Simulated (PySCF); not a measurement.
Geometry relaxation, with input and output: Si2H4Cl2

The run: geometry relaxation of Si2H4Cl2. Method and program: PBE0-D3(BJ)/def2-SVP geometry optimisation, gas phase (PySCF 2.14.0).

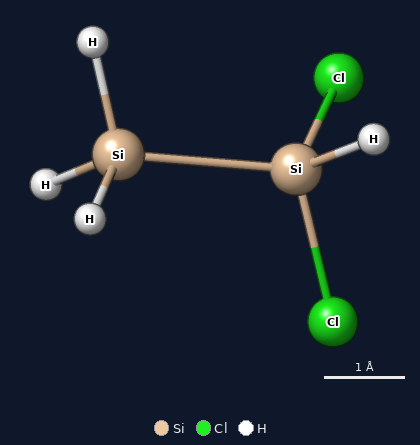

**Figure 1.** The starting structure (ball-and-stick view, seen at a tilt).

**Summary**

- outcome: converged
- total energy: −1500.867266 hartree
- dipole moment: 1.59 D
- point group: Cs
- hardware: 1 CPU thread, shared host
- wall time: 15 s
- peak memory: 0.38 GiB

**Input file**
```
{"job": {"xc": "PBE0", "basis": "def2-SVP", "d3": "d3bj", "grid": 1, "shake": 0.01, "kind": "geom"}, "charge": 0, "multiplicity": 1}
Si    -1.189280    -0.242950    -0.025220
Si     1.062980     0.174060     0.150220
Cl     2.121490    -1.176500    -0.927030
Cl     1.589450     2.019890    -0.563710
H     -1.702760    -0.155020    -1.418690
H     -1.538330    -1.542940     0.485970
H     -1.946540     0.766940     0.754120
H      1.658120     0.137380     1.491860
```

The first line tells a small driver script what to run in PySCF; the rest is the geometry in Å.

Launch command:
```bash
OMP_NUM_THREADS=1 python <driver script> task.json out
```

**The program's output**
```
step   0  E = -1500.86235554  max force = 0.020065
step   1  E = -1500.86689664  max force = 0.005029
step   2  E = -1500.86723715  max force = 0.001617
step   3  E = -1500.86726415  max force = 0.000359
step   4  E = -1500.86726564  max force = 0.000356
optimisation converged
```

**Trajectory as extended XYZ (Å, eV, eV/Å), 5 frames, from step=0 to step=4**
```
8
Properties=species:S:1:pos:R:3:forces:R:3 step=0 energy=-40840.54492
Si   -1.1893   -0.2429   -0.0252   -0.5340   0.8295  -0.4066
Si    1.0630    0.1741    0.1502    0.4194   0.3474   0.2271
Cl    2.1215   -1.1765   -0.9270    0.3198  -0.7668  -0.5546
Cl    1.5895    2.0199   -0.5637   -0.1655   0.4952  -0.1876
H    -1.7028   -0.1550   -1.4187    0.2050   0.0200  -0.1945
H    -1.5383   -1.5429    0.4860   -0.0865  -1.0318   0.4304
H    -1.9465    0.7669    0.7541   -0.0129   0.1994   0.1964
H     1.6581    0.1374    1.4919   -0.1452  -0.0929   0.4893
8
Properties=species:S:1:pos:R:3:forces:R:3 step=1 energy=-40840.66849
Si   -0.6627    0.0130    0.5500    0.2134  -0.1184   0.0668
Si    1.6470    0.3493    0.7956   -0.2101  -0.1816  -0.2054
Cl    2.6479   -1.0798   -0.3469   -0.1199   0.2586   0.1939
Cl    2.0564    2.2541    0.0973    0.0949  -0.0548   0.0157
H    -0.9784    0.1083   -0.9036   -0.0542   0.0000  -0.0137
H    -1.0077   -1.3459    1.0791   -0.0297   0.0749  -0.0597
H    -1.3966    1.0580    1.3231   -0.0197   0.0104  -0.0178
H     2.1229    0.2462    2.1976    0.1254   0.0109   0.0201
8
Properties=species:S:1:pos:R:3:forces:R:3 step=2 energy=-40840.67775
Si   -0.6638    0.0090    0.5478    0.0702  -0.0213   0.0234
Si    1.6372    0.3503    0.8003   -0.0194  -0.0770  -0.0564
Cl    2.6443   -1.0664   -0.3322   -0.0557   0.0832   0.0581
Cl    2.0828    2.2456    0.1017    0.0257  -0.0153   0.0080
H    -0.9897    0.1071   -0.9047   -0.0100   0.0038  -0.0009
H    -1.0232   -1.3452    1.0676   -0.0092   0.0074  -0.0198
H    -1.4034    1.0537    1.3169   -0.0108   0.0087  -0.0096
H     2.1446    0.2491    2.1947    0.0093   0.0105  -0.0027
8
Properties=species:S:1:pos:R:3:forces:R:3 step=3 energy=-40840.67849
Si   -0.6625    0.0101    0.5459    0.0028   0.0059   0.0093
Si    1.6344    0.3484    0.8043    0.0185  -0.0142  -0.0070
Cl    2.6373   -1.0651   -0.3262   -0.0126   0.0038   0.0042
Cl    2.0975    2.2397    0.1076    0.0045  -0.0008   0.0055
H    -0.9874    0.1111   -0.9067    0.0021   0.0051  -0.0044
H    -1.0294   -1.3439    1.0585   -0.0014  -0.0040  -0.0063
H    -1.4062    1.0553    1.3113   -0.0037   0.0014  -0.0060
H     2.1452    0.2477    2.1975   -0.0102   0.0028   0.0047
8
Properties=species:S:1:pos:R:3:forces:R:3 step=4 energy=-40840.67853
Si   -0.6620    0.0134    0.5432   -0.0145   0.0087  -0.0013
Si    1.6342    0.3457    0.8078    0.0153   0.0093   0.0092
Cl    2.6323   -1.0693   -0.3221    0.0034  -0.0183  -0.0084
Cl    2.1080    2.2353    0.1144    0.0000   0.0001   0.0051
H    -0.9825    0.1173   -0.9104    0.0051   0.0052  -0.0035
H    -1.0336   -1.3414    1.0505    0.0005  -0.0026  -0.0028
H    -1.4083    1.0586    1.3061   -0.0008   0.0000  -0.0027
H     2.1407    0.2437    2.2025   -0.0090  -0.0022   0.0043
```

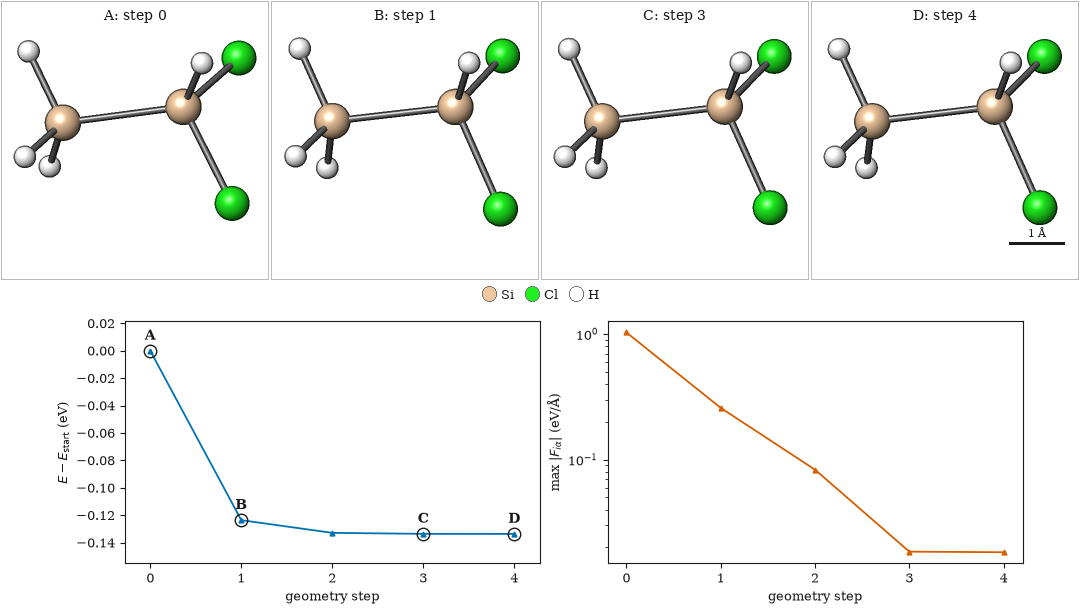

**Figure 2.** Frames of the relaxation (ball-and-stick view, seen at a tilt) above the curves, on which the letters mark them (steps are counted from 0).

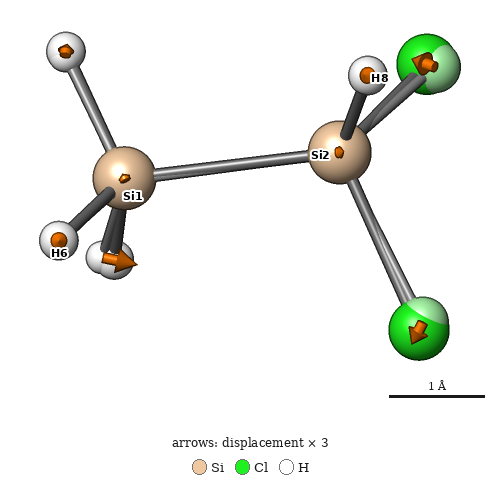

**Figure 3.** Start (faint) and end (solid) with the displacements as orange arrows, magnified 3 times (ball-and-stick view, seen at a tilt). The two geometries are laid on each other by the best rigid fit. After 4 geometry steps the energy has fallen by 0.134 eV. Largest force component: 1 eV/Å at the start, 0.018 eV/Å at the end. H5 moves most after the best rigid fit: 0.13 Å. By element the largest moves are H 0.13 Å, Cl 0.11 Å, Si 0.03 Å. Distances before and after: Si1–H6 1.440 → 1.494 Å, Si2–Cl3 2.026 → 2.068 Å, Si1–Si2 2.297 → 2.335 Å, Si2–Cl4 2.048 → 2.068 Å. Among the angles that change: Si2–Si1–H5 113.5° → 108.2°, Si1–Si2–Cl4 112.9° → 108.5°, H5–Si1–H7 106.0° → 110.0°. (Atoms are counted from 1 in the order of the input.)
